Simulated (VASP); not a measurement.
Band structure of Bi (a7). Calculation: LDA (Ceperley-Alder, Perdew-Zunger), VASP's LDA PAW potentials (set 64) (plane waves; VASP).

Unless said otherwise, spin-orbit coupling is left out, though it shifts the bands of the heavy elements here.

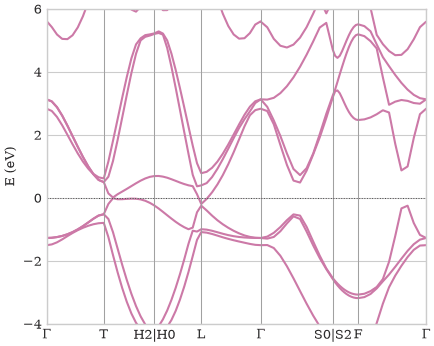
Fig. 1. Bands along high-symmetry lines, zero at the valence-band maximum or, without a gap, the Fermi level

Problem. Read the plot: is there a gap, and where are the band edges?

Solution. It has no gap at this level: it comes out as a metal or semimetal. (Edges off the drawn lines would not show.)

The compound is Bi in the a7 structure. It was relaxed first, which changed the volume by -5 %.
